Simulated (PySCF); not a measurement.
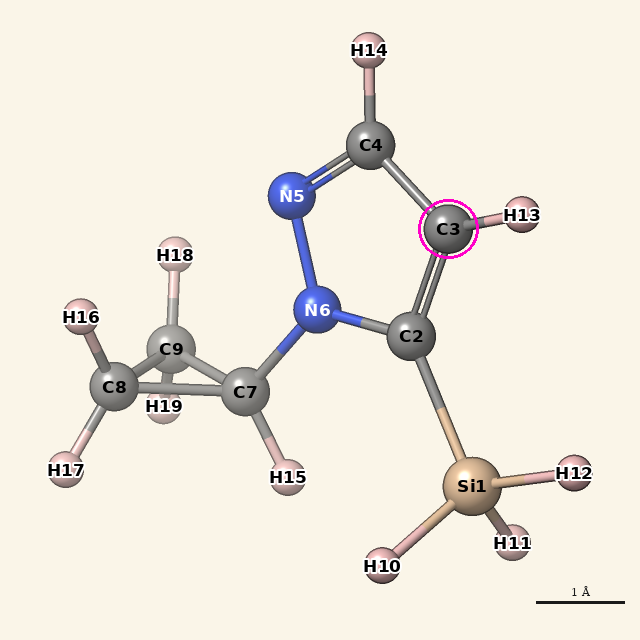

Orthographic view. Atoms fade into the background with distance from the viewer. The geometry was computed by an optimisation with PBE0-D3(BJ)/def2-SVP. No frequency run is at hand to confirm it as a minimum.

Name the neighbours of the circled atom.

Answer. The circled atom is C3; it is bonded to C2, C4, H13.

Of C3 and H13, which is nearer the viewer?

Answer. H13; the bond to C3 points away from the viewer, so it looks shorter than its 1.09 Å.

Which atom is farthest from the viewer?

Answer. H19, 2.8 Å behind the mean position.

What is the shortest path along bonds from the circled atom to H17?

Answer. C3–C2–N6–C7–C8–H17, 5 bonds; through space the two are 5.46 Å apart.
